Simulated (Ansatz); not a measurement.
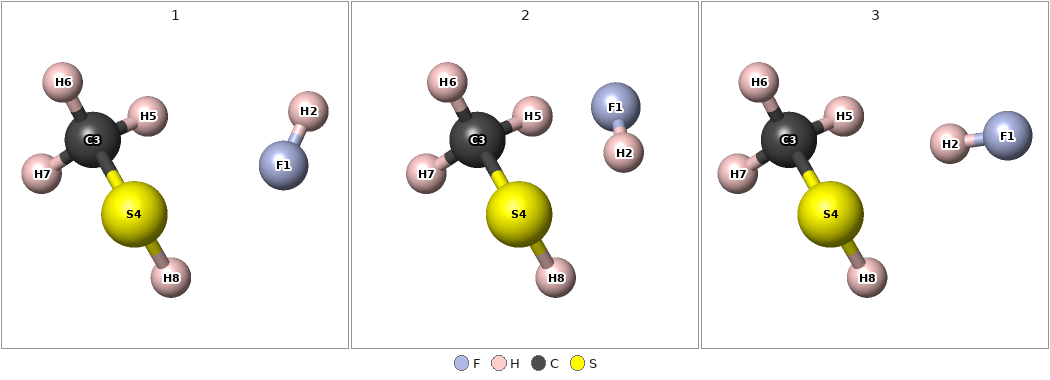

The pair FH···CH₄S. The turn is about an axis along (−0.70, −0.72, −0.06) in the frame of the relaxed pair, normal to the line between the partners. The first coordinate is: distance S4···H2; the second: turn of F1, H2 about its own atom H2. The grid has 11 × 10 points. At 6 points there is no value (left out of the scan, as a rule where atoms come close). Points are written as (first, second). Energies: kJ/mol, counted from the two partners far apart, frozen as in the relaxed pair, each in its own basis (no counterpoise correction). Level of theory: RKS B3LYP-D4/def2-TZVPD (Ansatz).

The numbered pictures are structures from this grid.

**Which is the most stable, and how do the others follow?**

3, at (2.079 Å, 36°): −23 kJ/mol; 1, at (3.028 Å, 144°): 64 kJ/mol; 2, at (1.820 Å, −72°): 158 kJ/mol.

The map, with the structures marked:

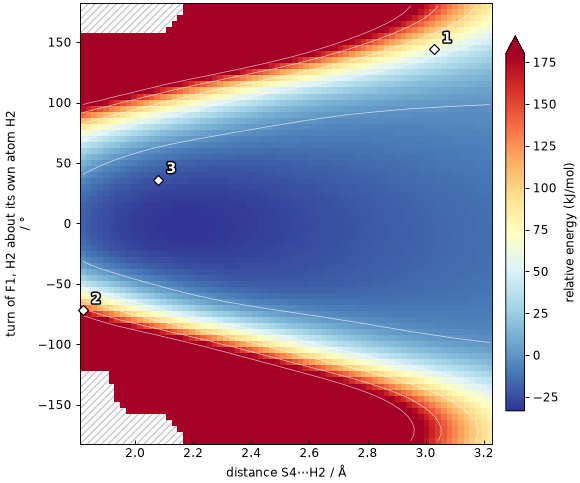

In the figure: a smooth colour map with a few white contour lines, one colour for all values above the top of the scale, hatched blanks where no value was computed. Between grid points the surface is interpolated.
